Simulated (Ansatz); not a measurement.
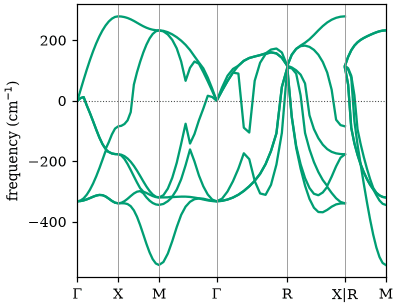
Phonon dispersion of BeS (CsCl type, space group No. 221), PBE in the plane-wave PAW code Ansatz; imaginary frequencies are drawn negative

Q: Is this phase dynamically stable?

A: No: a branch reaches about 540i cm⁻¹ at M.

Q: How high does the spectrum reach?

A: About 280 cm⁻¹ (8.4 THz).

Space group Pm-3m (CsCl type). The cell is a constructed one: a structure type filled with these elements; neither database checked (COD, Materials Project) lists it. COD files the formula under space group No. 216, so this cell is another polymorph or a model. Whether it is the stable phase at ambient conditions was not checked. Symmetry was held in the PBE relaxation. At this level the phase is dynamically unstable (imaginary phonons). As this level gives no gap, phonon frequencies hold no LO–TO term and depend on the k-mesh and smearing (Fermi–Dirac, 0.1 eV here).

Potentials: the later of the program's two PAW sets.
